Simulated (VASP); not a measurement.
Band structure of MgS (rock salt). All values below come from PBE GGA with D3 dispersion (Becke-Johnson damping), VASP's PBE PAW potentials (set 64) (plane waves; VASP).

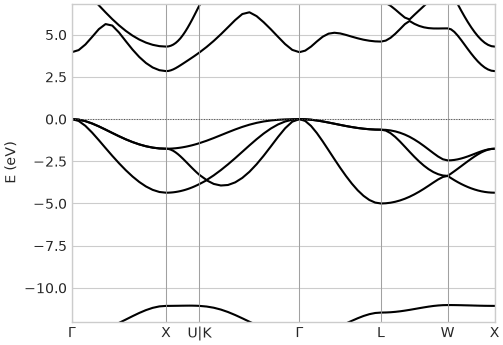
Fig. 1. Bands along high-symmetry lines, zero at the valence-band maximum or, without a gap, the Fermi level

Question: Read the plot: is there a gap, and where are the band edges?

Answer: The gap is indirect, 2.84 eV, from the valence maximum at Γ to the conduction minimum at X. (Edges off the drawn lines would not show.)

The compound is MgS in the rock salt structure. It was relaxed first.
